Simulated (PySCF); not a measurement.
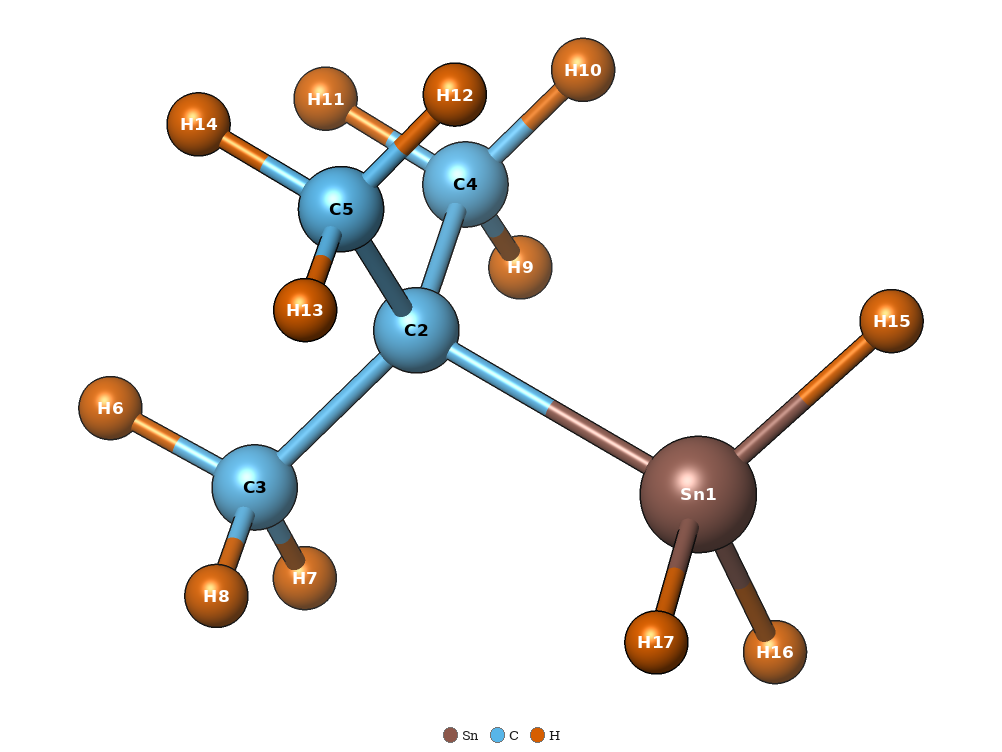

The computed structure is the end point of a PBE0-D3(BJ)/def2-SVP optimisation. No frequency run is at hand to confirm it as a minimum.

**Describe the coordination of atom 3.**

C3 has 4 neighbours (C2 at 1.53, H6 at 1.11, H7 at 1.10, H8 at 1.10 Å); the arrangement is tetrahedral.

**How are the neighbours of atom 2 arranged?**

C2 has 4 neighbours (Sn1 at 2.19, C3 at 1.53, C4 at 1.53, C5 at 1.53 Å); the arrangement is tetrahedral.

**How are the neighbours of atom 1 arranged?**

Sn1 has 4 neighbours (C2 at 2.19, H15 at 1.72, H16 at 1.72, H17 at 1.72 Å); the arrangement is tetrahedral.
